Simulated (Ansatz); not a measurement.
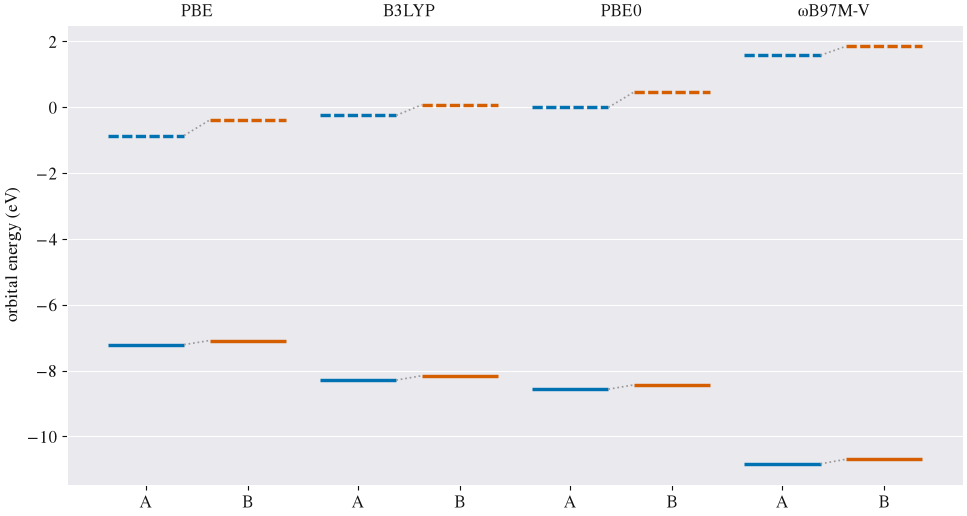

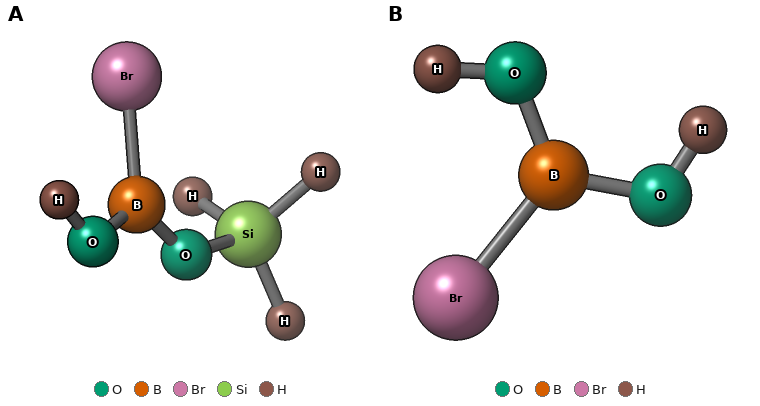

One change: A, BSiH₄O₂Br (SMILES OB(Br)O[SiH3]), becomes B, BH₂O₂Br (SMILES OB(O)Br). SiH₃ on O is replaced by H. HOMO (solid) and LUMO (dashed) computed in def2-TZVPP at PBE0-D4/def2-TZVP geometries, both minima by their frequencies, gas phase, the Ansatz code. Empty levels above zero depend strongly on the basis.

**What does the change do to HOMO and LUMO?**

PBE: the HOMO rises by 0.12 eV, the LUMO rises by 0.47 eV, and the separation goes from 6.35 to 6.70 eV. B3LYP: the HOMO rises by 0.13 eV, the LUMO rises by 0.32 eV, and the separation goes from 8.04 to 8.23 eV. PBE0: the HOMO rises by 0.13 eV, the LUMO rises by 0.46 eV, and the separation goes from 8.56 to 8.90 eV. ωB97M-V: the HOMO rises by 0.14 eV, the LUMO rises by 0.27 eV, and the separation goes from 12.41 to 12.55 eV.

**Do the functionals agree on the effect?**

They agree on the direction for both levels; the HOMO shift lies between 0.12 and 0.14 eV and the LUMO shift between 0.27 and 0.47 eV, while the separations themselves differ by up to 6.1 eV between functionals.

Note: one conformer of each flexible molecule.
